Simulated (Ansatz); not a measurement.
# C4H14GaN3: basis-set convergence

Aim: see how fast density functionals converge with the basis set for C4H14GaN3.

Computed with Ansatz 0.2.0, Gaussian basis. Level: one geometry, several basis sets.

The runs, in order: PBE0-D4/def2-SVP; ωB97M-V/def2-SVP; PBE0-D4/def2-QZVPP; ωB97M-V/def2-QZVPP; the functionals' def2-TZVPP values are taken from earlier runs.

### 1 The geometry

All runs share one geometry, relaxed beforehand with PBE0-D4 in a triple-zeta def2 set.

SMILES `C[N](C)[Ga]([NH2])[N](C)C`, 22 atoms, charge 0, spin multiplicity 1.

Atoms are counted from 1 here; the program's logs count them from 0.

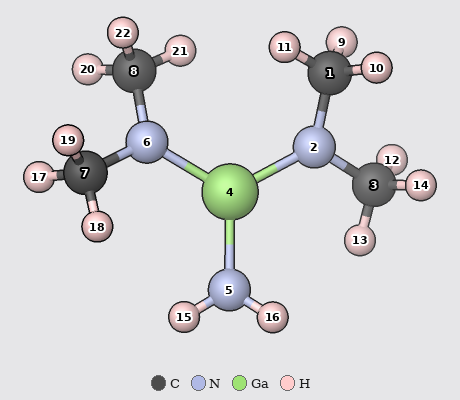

The geometry (carbon dark grey, nitrogen light blue, gallium green, hydrogen pink); atoms are numbered from 1 in the order of the file.

### 2 PBE0-D4 in def2-SVP

The input, in.yaml:

```yaml
crystal:
  periodic: [false, false, false]
  atoms:
    - {symbol: C, position_ang: [1.773334, -1.220565, -0.970865]}
    - {symbol: N, position_ang: [0.911342, -0.120893, -1.304305]}
    - {symbol: C, position_ang: [1.257901, 0.511630, -2.548354]}
    - {symbol: Ga, position_ang: [-0.541008, 0.397519, -0.331236]}
    - {symbol: N, position_ang: [-1.791850, 1.450468, -1.144738]}
    - {symbol: N, position_ang: [-0.713729, -0.024625, 1.434797]}
    - {symbol: C, position_ang: [-1.973368, 0.043939, 2.123426]}
    - {symbol: C, position_ang: [0.378835, -0.383733, 2.296512]}
    - {symbol: H, position_ang: [2.814560, -0.897721, -0.811702]}
    - {symbol: H, position_ang: [1.792516, -1.975339, -1.772635]}
    - {symbol: H, position_ang: [1.437865, -1.723704, -0.062146]}
    - {symbol: H, position_ang: [2.287701, 0.901135, -2.531995]}
    - {symbol: H, position_ang: [0.595211, 1.354979, -2.755410]}
    - {symbol: H, position_ang: [1.192949, -0.185790, -3.398578]}
    - {symbol: H, position_ang: [-2.611210, 1.756434, -0.647508]}
    - {symbol: H, position_ang: [-1.990993, 1.345889, -2.125595]}
    - {symbol: H, position_ang: [-1.963813, 0.796245, 2.927830]}
    - {symbol: H, position_ang: [-2.782460, 0.303237, 1.436323]}
    - {symbol: H, position_ang: [-2.236702, -0.919055, 2.588091]}
    - {symbol: H, position_ang: [0.461953, 0.307647, 3.149627]}
    - {symbol: H, position_ang: [1.329636, -0.351906, 1.761622]}
    - {symbol: H, position_ang: [0.261830, -1.395789, 2.715538]}
basis:
  gaussian: {orbitals: def2-SVP}
hamiltonian: {xc: pbe0, dispersion: d4}
output: {orbitals: {seedname: orbitals}}
```

Started as:

```
$ ansatz run in.yaml --threads 4 --pin off --events-out ev --progress --plain --max-ram 66560MiB --backend cpu
```

What it wrote:

```text
Functional definition: PBE0
  name "PBE0"
  cite "Adamo & Barone, J. Chem. Phys. 110, 6158 (1999) doi:10.1063/1.478522"
  cite "Perdew, Burke & Ernzerhof, Phys. Rev. Lett. 77, 3865 (1996) doi:10.1103/PhysRevLett.77.3865"
  parent pbe
  parameter a = 0.25
  parameter kappa = 0.804
  parameter beta = 0.06672455060314922
  exchange = (1 - a)*pbe_x(kappa = kappa, mu = beta*pi^2/3) + a*exact_x
  correlation = pbe_c(beta = beta)
2349 factors; their error is unknown
mean field evaluation 1: about -61177.0787 eV, gradient 8.9e1 eV
mean field evaluation 2: about -61160.9754 eV, gradient 1.2e2 eV
mean field evaluation 4: about -61194.5328 eV, gradient 4.6e0 eV
mean field evaluation 8: about -61194.7083 eV, gradient 3.6e-1 eV
mean field evaluation 16: about -61194.7085 eV, gradient 6.4e-5 eV
mean field -61194.70854582 eV, -2248.8640597955 hartree, gradient 6.4e-5 eV, S^2 0.000000; 0 other end points of the search recorded, 0 dependent functions left out
reference -61194.70857995 eV, -2248.8640610497 hartree; 45, 45 occupied and 155, 155 virtual orbitals, 2349 factors
Total energy: -61195.18354518 eV, -2248.8815157000 hartree
```

Wall time 3.9 s (4 threads of AMD EPYC 7R13, shared host); peak memory 0.94 GiB.

### 3 ωB97M-V in def2-SVP

in.yaml: that of step 2 with these lines changed.

```diff
@@ -27,3 +27,3 @@
   gaussian: {orbitals: def2-SVP}
-hamiltonian: {xc: pbe0, dispersion: d4}
+hamiltonian: {xc: {name: wB97M-V}}
 output: {orbitals: {seedname: orbitals}}
```

Same command.

What it wrote, cut to the lines that bear on the results:

```text
Functional definition: wB97M-V
  name "wB97M-V"
  cite "Mardirossian & Head-Gordon, J. Chem. Phys. 144, 214110 (2016) doi:10.1063/1.4952647"
  cite "Becke, J. Chem. Phys. 107, 8554 (1997) doi:10.1063/1.475007"
  cite "Vydrov & Van Voorhis, J. Chem. Phys. 133, 244103 (2010) doi:10.1063/1.3521275"
  # Of w^i u^j: cxij and so on, Table III.
[...]
  gx(w, u) = 1 - cx + cx01*u + cx10*w
  gss(w, u) = css00 + css04*u^4 + css10*w + css20*w^2 + css43*w^4*u^3
  gos(w, u) = cos00 + cos10*w + (cos20 + cos21*u)*w^2 + (cos60 + cos61*u)*w^6
[...]
      + integral(e_c_pw_mod_opposite_spin*gos(b97_w_opposite, b97_u_opposite)) + vv10(b, c)
2342 factors; their error is unknown
570 factors; integrals over basis functions are off by at most 6.9e-6 eV
[...]
mean field -61204.59413206 eV, -2249.2273483894 hartree, gradient 3.6e-5 eV, S^2 0.000000; 0 other end points of the search recorded, 0 dependent functions left out
reference -61204.59419044 eV, -2249.2273505348 hartree; 45, 45 occupied and 155, 155 virtual orbitals, 2342 factors
Total energy: -61204.59419044 eV, -2249.2273505348 hartree
```

Wall time 11 s (4 threads of AMD EPYC 7R13, shared host); peak memory 1.2 GiB.

### 4 PBE0-D4 in def2-QZVPP

in.yaml: that of step 3 with these lines changed.

```diff
@@ -26,4 +26,4 @@
 basis:
-  gaussian: {orbitals: def2-SVP}
-hamiltonian: {xc: {name: wB97M-V}}
+  gaussian: {orbitals: "def2-QZVPP.json"}
+hamiltonian: {xc: pbe0, dispersion: d4}
 output: {orbitals: {seedname: orbitals}}
```

Started as:

```
$ ansatz run in.yaml --threads 4 --pin off --events-out ev --progress --plain --max-ram 66560MiB --backend cuda --devices 0, --max-vram 37GiB
```

What it wrote:

```text
Functional definition: PBE0
  name "PBE0"
  cite "Adamo & Barone, J. Chem. Phys. 110, 6158 (1999) doi:10.1063/1.478522"
  cite "Perdew, Burke & Ernzerhof, Phys. Rev. Lett. 77, 3865 (1996) doi:10.1103/PhysRevLett.77.3865"
  parent pbe
  parameter a = 0.25
  parameter kappa = 0.804
  parameter beta = 0.06672455060314922
  exchange = (1 - a)*pbe_x(kappa = kappa, mu = beta*pi^2/3) + a*exact_x
  correlation = pbe_c(beta = beta)
2681 factors; their error is unknown
mean field evaluation 1: about -61186.9705 eV, gradient 1.1e2 eV
mean field evaluation 2: about -61153.0246 eV, gradient 1.7e2 eV
mean field evaluation 4: about -61212.7422 eV, gradient 1.0e1 eV
mean field evaluation 8: about -61212.9212 eV, gradient 2.4e-1 eV
mean field evaluation 16: about -61213.0696 eV, gradient 4.2e-4 eV
mean field -61213.06958100 eV, -2249.5388153930 hartree, gradient 4.0e-5 eV, S^2 0.000000; 0 other end points of the search recorded, 0 dependent functions left out
reference -61213.06963330 eV, -2249.5388173149 hartree; 45, 45 occupied and 863, 863 virtual orbitals, 2681 factors
Total energy: -61213.54459853 eV, -2249.5562719651 hartree
```

Wall time 6 s (1 × H100 (card shared with other runs) with 4 threads of AMD EPYC 7R13, shared host); peak host memory 1.4 GiB.

### 5 ωB97M-V in def2-QZVPP

in.yaml: that of step 4 with these lines changed.

```diff
@@ -27,3 +27,3 @@
   gaussian: {orbitals: "def2-QZVPP.json"}
-hamiltonian: {xc: pbe0, dispersion: d4}
+hamiltonian: {xc: {name: wB97M-V}}
 output: {orbitals: {seedname: orbitals}}
```

Same command.

What it wrote, cut to the lines that bear on the results:

```text
Functional definition: wB97M-V
  name "wB97M-V"
  cite "Mardirossian & Head-Gordon, J. Chem. Phys. 144, 214110 (2016) doi:10.1063/1.4952647"
  cite "Becke, J. Chem. Phys. 107, 8554 (1997) doi:10.1063/1.475007"
  cite "Vydrov & Van Voorhis, J. Chem. Phys. 133, 244103 (2010) doi:10.1063/1.3521275"
  # Of w^i u^j: cxij and so on, Table III.
[...]
  gx(w, u) = 1 - cx + cx01*u + cx10*w
  gss(w, u) = css00 + css04*u^4 + css10*w + css20*w^2 + css43*w^4*u^3
  gos(w, u) = cos00 + cos10*w + (cos20 + cos21*u)*w^2 + (cos60 + cos61*u)*w^6
[...]
      + integral(e_c_pw_mod_opposite_spin*gos(b97_w_opposite, b97_u_opposite)) + vv10(b, c)
2676 factors; their error is unknown
715 factors; integrals over basis functions are off by at most 5.4e-6 eV
[...]
mean field -61223.35019459 eV, -2249.9166209741 hartree, gradient 7.2e-5 eV, S^2 0.000000; 0 other end points of the search recorded, 0 dependent functions left out
reference -61223.35028189 eV, -2249.9166241820 hartree; 45, 45 occupied and 863, 863 virtual orbitals, 2676 factors
Total energy: -61223.35028189 eV, -2249.9166241820 hartree
```

Wall time 10 s (1 × H100 (card shared with other runs) with 4 threads of AMD EPYC 7R13, shared host); peak host memory 1.6 GiB.

### 6 Density functionals: the series

The def2-TZVPP values come from earlier runs at the same geometry.

| functional | basis | functions | energy (eV) | from the largest (eV) | HOMO (eV) | LUMO (eV) |
| --- | --- | --- | --- | --- | --- | --- |
| PBE0-D4 | def2-SVP | 200 | -61195.1835 | 18.361 | -5.56 | 0.63 |
| PBE0-D4 | def2-TZVPP | 461 | -61211.8193 | 1.725 | -5.70 | 0.33 |
| PBE0-D4 | def2-QZVPP | 908 | -61213.5446 | 0.000 | -5.74 | 0.04 |
| ωB97M-V | def2-SVP | 200 | -61204.5942 | 18.756 | -7.84 | 2.33 |
| ωB97M-V | def2-TZVPP | 461 | -61221.6775 | 1.673 | -7.99 | 1.92 |
| ωB97M-V | def2-QZVPP | 908 | -61223.3503 | 0.000 | -8.02 | 1.35 |

### 7 Summary of results

```
                                       quantity           value
PBE0-D4: double and triple zeta above quadruple  18.36, 1.73 eV
ωB97M-V: double and triple zeta above quadruple  18.76, 1.67 eV
```

In words: For PBE0-D4 the step from double to triple zeta gains 16.64 eV and the next only 1.73 eV. These are total energies; as a rule much of such shifts cancels in differences, which this series doesn't test. The LUMO of ωB97M-V is positive and keeps falling with the basis (2.33 to 1.35 eV): an unbound level that the basis holds in place.
